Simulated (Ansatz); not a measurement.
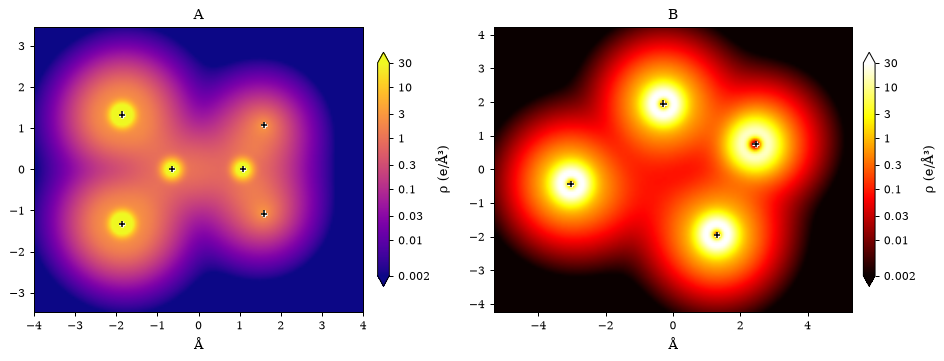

The electron density of 2 systems, each on a plane through atoms (crosses mark nuclei in the plane).

Method: UKS PBE0-D4/def2-TZVP (Ansatz).

System 1: Pb₃Te₃ (charge +1, doublet), the plane of atoms Te4, Pb2 and Te5. Geometry: PBE-D4/def2-SVP; core potentials replace the inner electrons of Pb and Te.

```xyz
6

Pb   -0.0313   -0.3583   -1.9694
Pb   -1.6386   -1.8135    1.2791
Pb    0.4826    1.4390    1.2961
Te    1.2671   -1.5163    0.6289
Te   -2.2402    0.7259   -0.0563
Te    2.1605    1.5231   -1.1784
```

System 2: B₂Cl₂H₄ (charge +1, doublet), the plane of atoms B1, B5 and H7. Geometry: PBE0-D4/def2-SVP.

```xyz
8

B     0.4218    0.2952   -0.4440
Cl    2.2123    0.2476   -0.6338
Cl    0.1376    1.3970   -1.8403
H    -0.1719   -0.8650   -0.5285
B    -0.6511   -0.4557    0.6855
H    -1.8141   -0.2178    0.5389
H    -0.1364   -1.1473    1.5146
H     0.0019    0.7460    0.7075
```

### Which map belongs to which system?

Panel A is system 2, B₂Cl₂H₄: the plane holds B, Cl and H. B–B (1.73 Å): the density is about 0.8 e/Å³ at the midpoint. Panel B is system 1, Pb₃Te₃: the plane holds Pb and Te. Te–Pb (2.93 Å): ρ is about 0.34 e/Å³ halfway.
